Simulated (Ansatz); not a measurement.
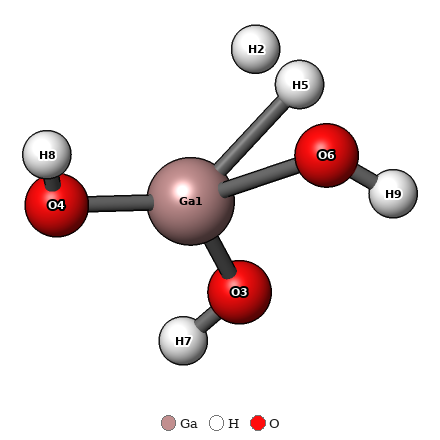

The system is the reacting system GaH5O3 (fragments GaH₅O₃ where the first distance is long, GaH₃O₃ + H₂ where the second is long); the picture shows the reference structure. Coordinates scanned: (1) distance H2–H5 (bond that forms); (2) distance Ga1–H2 (bond that breaks). Relaxed at each point: all other coordinates. The grid has 9 × 9 points. Points are written as (first, second). All energies are given in eV relative to the lowest grid point. Energies and slopes of some neighbouring points disagree (a jump in structure or state, or too coarse a mesh). The reference is spin-restricted, so regions where a bond is pulled apart into radicals lie too high. Method: RKS PBE0-D4/def2-SVP (Ansatz 0.2.0).

Its coordinates:

```xyz
9

Ga    0.0248   -0.0766    0.4573
H    -1.1360    1.2660   -0.5006
O    -0.9008   -1.5470    0.7933
O     1.2793    0.6033    1.5037
H    -0.5862    0.8347   -1.1922
O     0.3484    0.1211   -1.7019
H    -0.7342   -1.9115    1.6695
H     1.7464    1.3537    1.1207
H    -0.0417   -0.6437   -2.1498
```

Range: distance H2–H5 (bond that forms) from 0.666 to 1.866 Å; distance Ga1–H2 (bond that breaks) from 1.377 to 3.177 Å.

Q: Predict the map.

A: The lowest grid point is at (1.866 Å, 1.511 Å). It lies at the edge of the scanned range, so the true minimum may lie outside. Other grid points that lie below all their neighbours: (0.755 Å, 2.633 Å) (0.22 eV higher). The highest grid point, (1.866 Å, 3.177 Å), lies 2.86 eV above the lowest.

```tsv
second ↓, first →	0.666	0.755	0.878	1.018	1.171	1.333	1.504	1.682	1.866
3.177	0.43	0.23	0.40	0.91	1.58	2.17	2.46	2.73	2.86
2.900	0.43	0.23	0.40	0.90	1.57	2.11	2.31	2.42	2.50
2.633	0.42	0.22	0.39	0.90	1.55	1.90	1.98	2.02	2.05
2.377	0.43	0.23	0.39	0.90	1.48	1.56	1.55	1.54	1.53
2.134	0.48	0.27	0.43	0.94	1.23	1.15	1.07	1.01	0.97
1.905	0.62	0.40	0.54	1.05	0.92	0.74	0.60	0.51	0.43
1.695	0.91	0.68	0.80	1.00	0.69	0.45	0.28	0.15	0.05
1.511	1.46	1.22	1.33	1.13	0.74	0.47	0.27	0.12	0.00
1.377	2.18	1.94	2.05	1.55	1.13	0.83	0.62	0.45	0.32
```

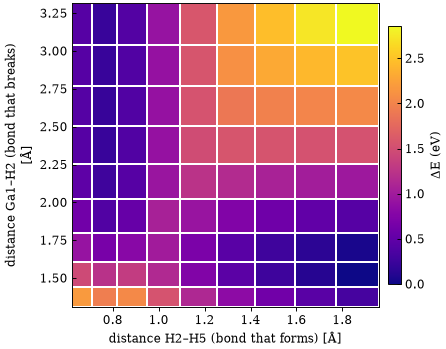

Drawn: one coloured cell a grid point.

Time for the 81 points that were run: 40 min on 1 thread of Arm Neoverse V1, with other jobs on the host.
